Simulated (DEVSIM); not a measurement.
Device: InP p-i-n diode, at 300 K.

| layer (left to right) | material | thickness (μm) | Nd (cm⁻³) | Na (cm⁻³) | τn (s) | τp (s) |
|---|---|---|---|---|---|---|
| 1 | InP | 0.640 | - | 2.7e17 | 2.1e-9 | 2.1e-8 |
| 2 | InP | 0.420 | 7.7e11 | - | 2.1e-8 | 2.1e-8 |
| 3 | InP | 0.560 | 1.2e17 | - | 2.1e-8 | 2.1e-8 |

Left contact: ohmic. Right contact: ohmic. Voltage is applied to the left contact. Recombination: SRH at mid-gap, radiative. Mobility is μmin + (μ − μmin)/(1 + (N/Nref)^α).

Constants are typed, rounded textbook-type inputs, not results; the design itself was drawn at random and stands for no fabricated device. Values at 300 K.

```
parameter          InP
-------------  -------
gap (eV)         1.344
affinity (eV)     4.38
permittivity      12.5
Nc (cm⁻³)       5.7e17
Nv (cm⁻³)       1.1e19
μn (cm²/Vs)       5200
μp (cm²/Vs)        170
μn,min             400
μp,min              10
Nref,n            3e17
Nref,p          4.9e17
αn                0.47
αp                0.62
B (cm³/s)      1.2e-10
```

Simulated with DEVSIM: 1D drift-diffusion, Boltzmann statistics, complete ionisation; no tunnelling, impact ionisation, image-force lowering or self-heating.

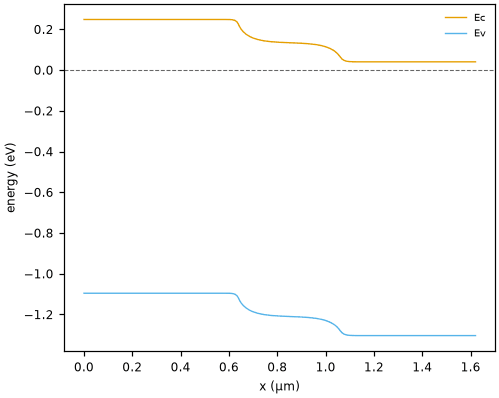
Figure. Band edges at 1.0 V on the left contact

Energies count from the Fermi level of the right contact; mesh points crowd at the junctions.

```csv
x (μm),Ec (eV),Ev (eV),n (cm⁻³),p (cm⁻³),field (V/cm)
0.000,0.248,-1.096,< 1e2,2.7e17,≈ 0
0.02338,0.248,-1.096,1.4e12,2.7e17,≈ 0
0.06774,0.248,-1.096,4.1e12,2.7e17,≈ 0
0.1520,0.248,-1.096,9.1e12,2.7e17,≈ 0
0.3794,0.248,-1.096,2.3e13,2.7e17,≈ 0
0.5150,0.248,-1.096,3.1e13,2.7e17,≈ 0
0.5865,0.248,-1.096,3.5e13,2.7e17,-54
0.6326,0.237,-1.107,5.9e13,1.7e17,-13000
0.6518,0.198,-1.146,2.6e14,3.9e16,-16000
0.6849,0.165,-1.179,9.5e14,1.1e16,-6400
0.7458,0.143,-1.201,2.2e15,4.6e15,-1900
0.8961,0.132,-1.212,3.5e15,3.0e15,-610
0.9837,0.120,-1.224,5.6e15,1.8e15,-2800
1.031,0.098,-1.246,1.3e16,7.8e14,-7500
1.061,0.063,-1.281,5.0e16,2.0e14,-16000
1.085,0.044,-1.300,1.0e17,9.4e13,-2900
1.131,0.040,-1.304,1.2e17,7.5e13,-72
1.216,0.040,-1.304,1.2e17,6.2e13,≈ 0
1.427,0.040,-1.304,1.2e17,2.9e13,≈ 0
1.530,0.040,-1.304,1.2e17,1.4e13,≈ 0
1.585,0.040,-1.304,1.2e17,5.4e12,≈ 0
1.620,0.040,-1.304,1.2e17,< 1e2,≈ 0
```
